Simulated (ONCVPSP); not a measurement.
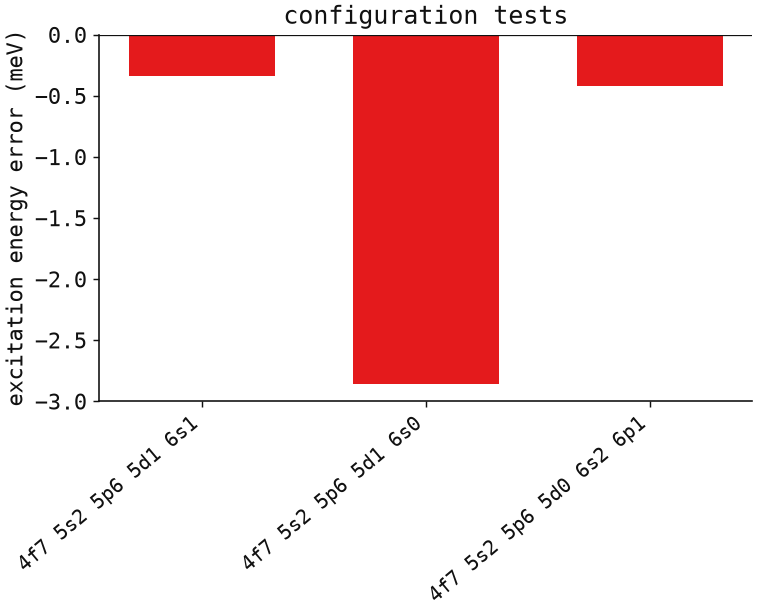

Figure 1. Errors, all-electron minus pseudo, of the energies of valence configurations relative to the unpolarised reference 4f7 5s2 5p6 5d1 6s2. Not all tests gave a result: 1 of 4 tests not solved.

- Worst configuration: 4f7 5s2 5p6 5d1 6s0 (charge +2): the error is -2.9 meV on an all-electron energy of +19.23 eV relative to the reference, or 0.015 %.
- Errors in meV: 4f7 5s2 5p6 5d1 6s1: -0.3; 4f7 5s2 5p6 5d1 6s0: -2.9; 4f7 5s2 5p6 5d0 6s2 6p1: -0.4. The potential isn't sound: its ghost test gives GHOST(-) flagged for s at -42.6 eV, d5/2 at -94.1 eV; GHOST(+) flagged for p3/2 at 140.3 eV, p1/2 at 164.4 eV, d3/2 at 63.2 eV.

## Pseudopotential generation: Gd (part 1 of 2)

Gadolinium (Gd, Z = 64), core [Kr] 4d10, reference valence 4f7 5s2 5p6 5d1 6s2, valence charge 18. Computed at this level: ONCV potential, LDA (Perdew-Zunger), fully relativistic, made with ONCVPSP 4.0.1.

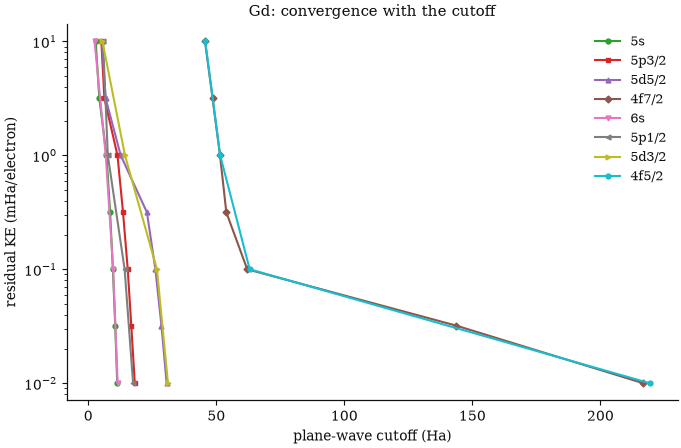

Figure 2. Residual kinetic energy of the pseudo-waves (the first of each channel, and further valence shells) beyond the plane-wave cutoff, as the generator prints it.

- Cutoffs for 1 mHa per electron: 4f5/2: 52 Ha; 4f7/2: 51 Ha; 5d3/2: 14 Ha; 5d5/2: 13 Ha; 5p3/2: 11 Ha; 5p1/2: 7.6 Ha; 5s: 7.1 Ha; 6s: 6.8 Ha.
- Cutoffs for the occupied states: 52 Ha for 1 mHa and 63 Ha for 0.1 mHa per electron. The first is set by 4f5/2.

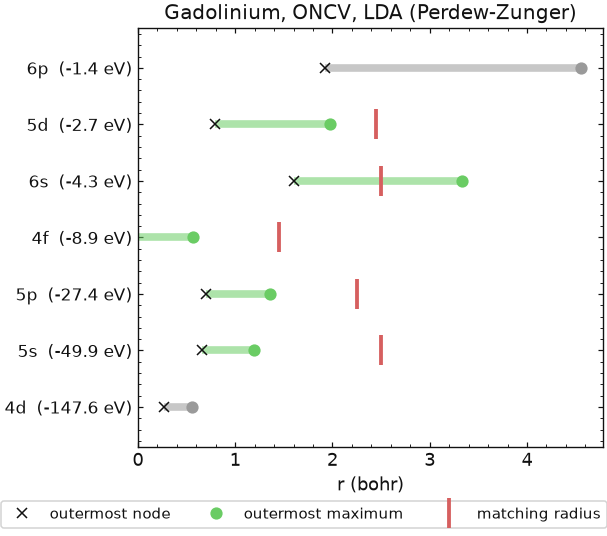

Figure 3. Outer shells of the all-electron reference atom: each bar runs from the outermost node (or the nucleus) to the outermost maximum of u(r); the tick is the radius chosen for the pseudo-wave. Shells without a tick have no pseudo-wave of their own. Levels, nodes and maxima are from ld1.x, scalar-relativistic.

- Radii against the shells: 5s: 2.50 bohr, outside the maximum; 5p: 2.25 bohr, outside the maximum; 4f: 1.45 bohr, outside the maximum; 6s: 2.50 bohr, between node and maximum; 5d: 2.45 bohr, outside the maximum.

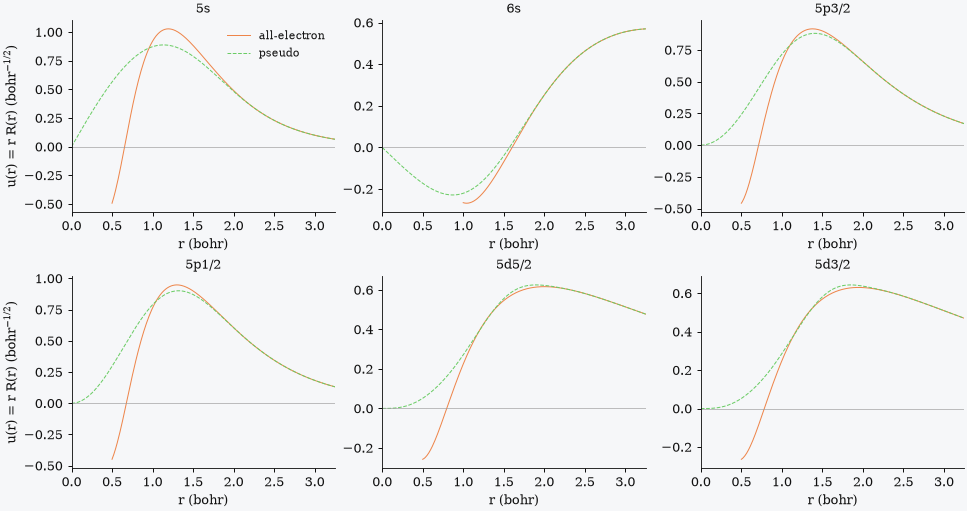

Figure 4. All-electron valence functions (solid) with their pseudo partners (dashed). The innermost oscillations of some all-electron curves aren't drawn. Reference configuration 4f7 5s2 5p6 5d1 6s2.

- Matching radii: 5s at 2.50 bohr; 6s at 2.50 bohr; 5p3/2 at 2.25 bohr; 5p1/2 at 2.25 bohr; 5d5/2 at 2.45 bohr; 5d3/2 at 2.45 bohr. The curves merge smoothly, so the plot gives these only roughly.
- Nodes of the pseudo-waves: 5s has no node; 6s has a node at about 1.6 bohr; 5p3/2 has no node; 5p1/2 has no node; 5d5/2 has no node; 5d3/2 has no node. A node in 6s is expected, since a lower shell of the same l is also in the valence and the two must stay orthogonal.

These pictures come from the run below.

**Input**
```
# ATOM AND REFERENCE CONFIGURATION
# atsym  z   nc   nv     iexc    psfile
  Gd 64.00    9    5        3      upf
#
#   n    l    f
    1    0    2.00
    2    0    2.00
    2    1    6.00
    3    0    2.00
    3    1    6.00
    3    2   10.00
    4    0    2.00
    4    1    6.00
    4    2   10.00
    4    3    7.00
    5    0    2.00
    5    1    6.00
    5    2    1.00
    6    0    2.00
#
# PSEUDOPOTENTIAL AND OPTIMIZATION
# lmax
    3
#
#   l,   rc,      ep,       ncon, nbas, qcut
    0    2.50    0.00    3    6    5.20
    1    2.25    0.00    4    7    6.80
    2    2.45    0.00    4    7    3.40
    3    1.45    0.00    3    8   10.60
#
# LOCAL POTENTIAL
# lloc, lpopt,  rc(5),   dvloc0
    4    5    1.15    0.00
#
# VANDERBILT-KLEINMAN-BYLANDER PROJECTORs
# l, nproj, debl
    0    2    0.50
    1    2    3.10
    2    2    1.30
    3    2    1.60
#
# MODEL CORE CHARGE
# icmod, fcfact, rcfact
    3    4.00    1.65
#
# LOG DERIVATIVE ANALYSIS
# epsh1, epsh2, depsh
   -3.00    5.00    0.02
#
# OUTPUT GRID
# rlmax, drl
    6.00    0.01
#
# TEST CONFIGURATIONS
# ncnf
    4
# nvcnf
#   n    l    f
    5
    4    3    7.00
    5    0    2.00
    5    1    6.00
    5    2    1.00
    6    0    1.00
#
    5
    4    3    7.00
    5    0    2.00
    5    1    6.00
    5    2    1.00
    6    0    0.00
#
    5
    4    3    7.00
    5    0    2.00
    5    1    6.00
    5    2    0.00
    6    0    0.00
#
    6
    4    3    7.00
    5    0    2.00
    5    1    6.00
    5    2    0.00
    6    0    2.00
    6    1    1.00
#
```

Command:
```bash
oncvpspr.x < Gd.dat > Gd.out
```

**Output (extracts)**
```
ONCVPSP  (Optimized Norm-Conservinng Vanderbilt PSeudopotential)
relativistic version 4.0.1

#   n    l    f        energy (Ha)
    1    0    2.00    -1.8376430D+03
    2    0    2.00    -3.0330854D+02
    2    1    6.00    -2.6256118D+02    -2.8810398D+02
    3    0    2.00    -6.7221116D+01
    3    1    6.00    -5.5383194D+01    -6.0620462D+01
    3    2   10.00    -4.2806195D+01    -4.3948316D+01
    4    0    2.00    -1.3520348D+01
    4    1    6.00    -9.7793413D+00    -1.0951686D+01
    4    2   10.00    -5.3286635D+00    -5.5406136D+00
    4    3    7.00    -3.1418677D-01    -3.4205565D-01
    5    0    2.00    -1.8294076D+00
    5    1    6.00    -9.5747088D-01    -1.1194409D+00
    5    2    1.00    -9.5070267D-02    -1.0502280D-01
    6    0    2.00    -1.5708008D-01

Reference configufation results
  iterations    30
  all-electron total energy (Ha)   -1.12725293D+04

Begin loop to  construct optimized pseudo wave functions
and semi-local pseudopoentials for all angular momenta

Calculating optimized projector #   1

 for l=   0

    Fraction of norm inside rc  0.984925
    Optimizing pswf for qcut=   5.20 a_B^-1,  ecut=  13.50 Ha
    Residual kinetic energy error=  6.90D-07 Ha

    Energy error per electron        Cutoff
         Ha          eV             Ha
         0.01000     0.27211        2.89
         0.00100     0.02721        7.12
         0.00010     0.00272        9.61
         0.00001     0.00027       11.30

Calculating optimized projector #   2

 for l=   0

    Fraction of norm inside rc  0.122687
    Optimizing pswf for qcut=   5.20 a_B^-1,  ecut=  13.50 Ha
    Residual kinetic energy error=  5.76D-07 Ha

    Energy error per electron        Cutoff
         Ha          eV             Ha
         0.01000     0.27211        2.45
         0.00100     0.02721        6.83
         0.00010     0.00272        9.72
         0.00001     0.00027       11.48

   Wellstate for l =  1  n =  7 kap= -2
     eigenvalue =   2.1425
     asymptotic potential =   2.6425
     half-point radius =  3.5402

Calculating optimized projector #   1

 for l=   1

    Fraction of norm inside rc  0.878939
    Optimizing pswf for qcut=   6.81 a_B^-1,  ecut=  23.17 Ha
    Residual kinetic energy error=  7.11D-08 Ha

    Energy error per electron        Cutoff
         Ha          eV             Ha
         0.01000     0.27211        5.10
         0.00100     0.02721       11.41
         0.00010     0.00272       15.41
         0.00001     0.00027       18.16

Calculating optimized projector #   2

 for l=   1

    Fraction of norm inside rc  0.213135
    Optimizing pswf for qcut=   6.81 a_B^-1,  ecut=  23.17 Ha
    Residual kinetic energy error=  2.17D-06 Ha

    Energy error per electron        Cutoff
         Ha          eV             Ha
         0.01000     0.27211        8.72
         0.00100     0.02721       16.16
         0.00010     0.00272       19.52
         0.00001     0.00027       22.14

   Wellstate for l =  1  n =  7 kap=  1
     eigenvalue =   1.9806

Calculating optimized projector #   1

 for l=   1

    Fraction of norm inside rc  0.914457
    Optimizing pswf for qcut=   6.81 a_B^-1,  ecut=  23.17 Ha
    Residual kinetic energy error=  6.00D-08 Ha

    Energy error per electron        Cutoff
         Ha          eV             Ha
         0.01000     0.27211        5.77
         0.00100     0.02721        7.63
         0.00010     0.00272       14.20
         0.00001     0.00027       17.50

Calculating optimized projector #   2

 for l=   1

    Fraction of norm inside rc  0.237163
    Optimizing pswf for qcut=   6.81 a_B^-1,  ecut=  23.17 Ha
    Residual kinetic energy error=  2.57D-06 Ha

    Energy error per electron        Cutoff
         Ha          eV             Ha
         0.01000     0.27211        6.99
         0.00100     0.02721       15.77
         0.00010     0.00272       19.48
         0.00001     0.00027       22.24

   Wellstate for l =  2  n =  7 kap= -3
     eigenvalue =   1.2049
     asymptotic potential =   1.7049
     half-point radius =  5.4929

Calculating optimized projector #   1

 for l=   2

    Fraction of norm inside rc  0.458924
    Optimizing pswf for qcut=   3.39 a_B^-1,  ecut=   5.76 Ha
    Residual kinetic energy error=  6.45D-03 Ha

    Energy error per electron        Cutoff
         Ha          eV             Ha
         0.01000     0.27211        5.31
         0.00100     0.02721       12.66
         0.00010     0.00272       26.20
         0.00001     0.00027       30.60

Calculating optimized projector #   2

 for l=   2

    Fraction of norm inside rc  0.127913
    Optimizing pswf for qcut=   3.39 a_B^-1,  ecut=   5.76 Ha
    Residual kinetic energy error=  1.82D-02 Ha

    Energy error per electron        Cutoff
         Ha          eV             Ha
         0.01000     0.27211        6.30
         0.00100     0.02721        9.12
         0.00010     0.00272       17.23
         0.00001     0.00027       32.79

   Wellstate for l =  2  n =  7 kap=  2
     eigenvalue =   1.1950

Calculating optimized projector #   1

 for l=   2

    Fraction of norm inside rc  0.488186
    Optimizing pswf for qcut=   3.39 a_B^-1,  ecut=   5.76 Ha
    Residual kinetic energy error=  8.12D-03 Ha

    Energy error per electron        Cutoff
         Ha          eV             Ha
         0.01000     0.27211        5.53
         0.00100     0.02721       14.33
         0.00010     0.00272       26.82
         0.00001     0.00027       31.13

Calculating optimized projector #   2

 for l=   2

    Fraction of norm inside rc  0.127740
    Optimizing pswf for qcut=   3.39 a_B^-1,  ecut=   5.76 Ha
    Residual kinetic energy error=  2.10D-02 Ha

    Energy error per electron        Cutoff
         Ha          eV             Ha
         0.01000     0.27211        6.44
         0.00100     0.02721        9.47
         0.00010     0.00272       17.73
         0.00001     0.00027       33.19

   Wellstate for l =  3  n =  5 kap= -4
     eigenvalue =   1.2858
     asymptotic potential =   1.7858
     half-point radius =  2.8035

Calculating optimized projector #   1

 for l=   3

    Fraction of norm inside rc  0.889310
    Optimizing pswf for qcut=  10.60 a_B^-1,  ecut=  56.17 Ha
    Residual kinetic energy error=  1.33D-04 Ha

    Energy error per electron        Cutoff
         Ha          eV             Ha
         0.01000     0.27211       45.59
         0.00100     0.02721       51.44
         0.00010     0.00272       62.07
         0.00001     0.00027      216.75

Calculating optimized projector #   2

 for l=   3

    Fraction of norm inside rc  0.112521
    Optimizing pswf for qcut=  10.60 a_B^-1,  ecut=  56.17 Ha
    Residual kinetic energy error=  2.48D-04 Ha

    Energy error per electron        Cutoff
         Ha          eV             Ha
         0.01000     0.27211       45.43
         0.00100     0.02721       52.40
         0.00010     0.00272       70.52
         0.00001     0.00027      173.37

   Wellstate for l =  3  n =  5 kap=  3
     eigenvalue =   1.2579

Calculating optimized projector #   1

 for l=   3

    Fraction of norm inside rc  0.895219
    Optimizing pswf for qcut=  10.60 a_B^-1,  ecut=  56.17 Ha
    Residual kinetic energy error=  1.37D-04 Ha

    Energy error per electron        Cutoff
         Ha          eV             Ha
         0.01000     0.27211       45.67
         0.00100     0.02721       51.51
         0.00010     0.00272       63.03
         0.00001     0.00027      219.28

Calculating optimized projector #   2

 for l=   3

    Fraction of norm inside rc  0.111614
    Optimizing pswf for qcut=  10.60 a_B^-1,  ecut=  56.17 Ha
    Residual kinetic energy error=  2.56D-04 Ha

    Energy error per electron        Cutoff
         Ha          eV             Ha
         0.01000     0.27211       45.49
         0.00100     0.02721       52.46
         0.00010     0.00272       71.14
         0.00001     0.00027      174.45

Construct Vanderbilt / Kleinmman-Bylander projectors

B matrix Hermiticity error, ll=  0  kap= -1
   1   2    1.4179D-04

  Orthonormal projector coefficients  1.1097E+01  1.0873E+00

B matrix Hermiticity error, ll=  1  kap= -2
   1   2   -3.4588D-04

  Orthonormal projector coefficients  9.6238E+00  1.1646E+00

B matrix Hermiticity error, ll=  1  kap=  1
   1   2   -3.8932D-04

  Orthonormal projector coefficients  9.3723E+00  1.1743E+00

B matrix Hermiticity error, ll=  2  kap= -3
   1   2   -7.1352D-05

  Orthonormal projector coefficients -1.1240E+01  4.3820E+00

B matrix Hermiticity error, ll=  2  kap=  2
   1   2   -7.4053D-05

  Orthonormal projector coefficients -5.6441E+00  4.8036E+00

B matrix Hermiticity error, ll=  3  kap= -4
   1   2    3.6370D-04

  Orthonormal projector coefficients -1.0501E+01 -4.2587E+00

B matrix Hermiticity error, ll=  3  kap=  3
   1   2    3.6940D-04

  Orthonormal projector coefficients -1.0564E+01 -4.3043E+00

 Orthonormal scalar projector coefficients, l =  1
  9.5314E+00  1.1722E+00  4.1329E-03  2.2837E-05

 Orthonormal spin-orbit projector coefficients, l =  1
  4.6074E-01 -3.4341E-01  4.4450E-02 -5.9976E-04

 Orthonormal scalar projector coefficients, l =  2
 -8.9524E+00  4.5057E+00 -4.3705E-03  3.4348E-04

 Orthonormal spin-orbit projector coefficients, l =  2
 -2.4275E+00  3.4362E-02 -2.6046E-02  1.2387E-02

 Orthonormal scalar projector coefficients, l =  3
 -1.0528E+01 -4.2783E+00 -5.5561E-07 -1.5854E-07

 Orthonormal spin-orbit projector coefficients, l =  3
  1.8249E-02  1.2842E-02 -1.0879E-04 -1.7292E-05

Model core correction analysis
  based on d2Exc/dn_idn_j

d2excae - all-electron derivatives

   -1.775497D-02   -1.008737D-02   -7.633463D-03   -2.602172D-03
   -1.007551D-03
   -1.008730D-02   -1.868563D-02   -1.640864D-02   -6.403076D-03
   -1.483862D-03
   -7.633577D-03   -1.640927D-02   -1.627678D-02   -8.733202D-03
   -2.580518D-03
   -2.602140D-03   -6.403070D-03   -8.732639D-03   -1.306382D-02
   -1.240564D-02
   -1.007506D-03   -1.483838D-03   -2.580332D-03   -1.240287D-02
   -1.984044D-02

d2excps - pseudofunction derivatives with no core correction

   -4.258896D-02   -2.598197D-02   -1.644203D-02   -3.950357D-03
   -2.210299D-03
   -2.598281D-02   -2.623523D-02   -2.056001D-02   -8.021567D-03
   -2.256484D-03
   -1.644266D-02   -2.055959D-02   -2.200221D-02   -1.197898D-02
   -3.267082D-03
   -3.950307D-03   -8.020733D-03   -1.197808D-02   -1.682546D-02
   -1.453853D-02
   -2.210287D-03   -2.256541D-03   -3.266768D-03   -1.453462D-02
   -2.251568D-02

rms 2nd derivative error    7.659842E-03

rmatch, rhocmatch    0.8365   21.5454

Teter function model core charge with specified parameters

d2excps - pseudofunction derivatives with core correction

   -2.371937D-02   -1.501012D-02   -1.056852D-02   -3.088033D-03
   -1.396886D-03
   -1.501014D-02   -1.591687D-02   -1.511005D-02   -6.877733D-03
   -1.542093D-03
   -1.056847D-02   -1.510991D-02   -1.759940D-02   -1.083371D-02
   -2.996009D-03
   -3.087943D-03   -6.877598D-03   -1.083349D-02   -1.643959D-02
   -1.449602D-02
   -1.396808D-03   -1.542025D-03   -2.995689D-03   -1.449211D-02
   -2.245429D-02

rms 2nd derivative error    2.461105E-03

Pseudoatom total energy -109.070503

Diagnostic tests using Vanderbilt-Kleinman-Bylander pseudopotentials
  relativistic with J = L +/- 1/2 projectors

   l  kap   rcore       rmatch      e in        delta e    norm test   slope test

   0  -1   2.5148330   2.5911888  -1.8294076  -0.0000017   0.9999396   0.9999259
   0  -1   2.5148330   2.5911888  -0.1570801   0.0000026   1.0000245   0.9999921

   1  -2   2.2581121   2.3266733  -0.9574709  -0.0000013   1.0000743   1.0000806
   1   1   2.2581121   2.3266733  -1.1194409   0.0000000   1.0000885   1.0000872
   1  -2   2.2581121   2.3266733   2.1425291   0.0000331   1.0001912   1.0001912
   1   1   2.2581121   2.3266733   2.0811209   0.0000286   1.0001785   1.0001785

   2  -3   2.4553716   2.5299220  -0.0950703   0.0000011   1.0000295   1.0000707
   2   2   2.4553716   2.5299220  -0.1050228   0.0000007   1.0000349   1.0000035
   2  -3   2.4553716   2.5299220   1.2049297   0.0000158   1.0002026   1.0002026
   2   2   2.4553716   2.5299220   1.1971161  -0.0000100   1.0001463   1.0001463

   3  -4   1.4504238   1.4944619  -0.3141868  -0.0001120   1.0001353   1.0000844
   3   3   1.4504238   1.4944619  -0.3420557  -0.0000997   1.0001626   1.0000410
   3  -4   1.4504238   1.4944619   1.2858132  -0.0001768   1.0005784   1.0005784
   3   3   1.4504238   1.4944619   1.2802938  -0.0001788   1.0005732   1.0005732

Diagnostic tests using Vanderbilt-Kleinman-Bylander pseudopotentials
  relativistic with scalar and spin-orbit non-local projectors

   l  kap   rcore       rmatch      e in        delta e    norm test   slope test

   0  -1   2.5148330   2.5911888  -1.8294076  -0.0000017   0.9999396   0.9999259
   0  -1   2.5148330   2.5911888  -0.1570801   0.0000026   1.0000245   0.9999921

   1  -2   2.2581121   2.3266733  -0.9574709  -0.0002908   1.0001684   0.9999222
   1   1   2.2581121   2.3266733  -1.1194409  -0.0002757   1.0001564   0.9999641
   1  -2   2.2581121   2.3266733   2.1425291   0.0000082   1.0002212   1.0002212
   1   1   2.2581121   2.3266733   2.0811209  -0.0000375   1.0002274   1.0002274
```

(Continued in part 2.) Outcome of the run: generated, with a ghost state.
